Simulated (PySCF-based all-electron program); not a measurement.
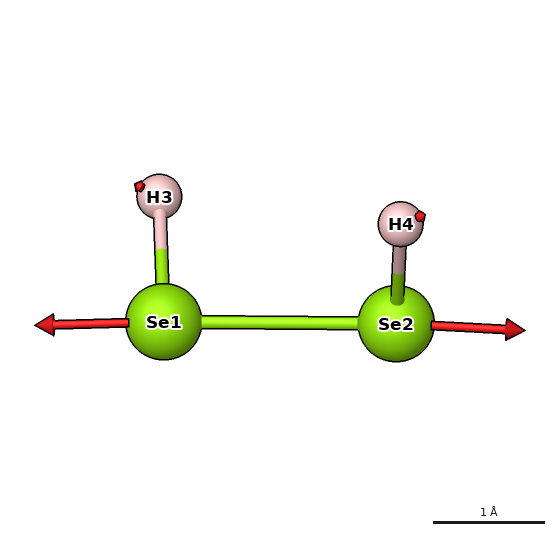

Arrows show the forces on the atoms, 0.2 Å of arrow for 1 eV/Å; forces under a tenth of the largest aren't drawn. Level of theory: PBE0, all-electron, scalar-relativistic (Koelling-Harmon), large uncontracted Gaussian sets (PySCF-based all-electron program).

**Which bond do the forces act along most?**

Se1–Se2, now 2.111 Å: the forces push its atoms apart, so a first step downhill lengthens it.

List the force components in the frame of the picture (x right, y up, z towards the viewer), in eV/Å.

| atom | Fx | Fy | Fz |
| --- | --- | --- | --- |
| Se1 | −4.33 | −0.12 | −0.51 |
| Se2 | 4.33 | −0.23 | 0.47 |
| H3 | −0.39 | 0.20 | −0.20 |
| H4 | 0.39 | 0.15 | 0.24 |
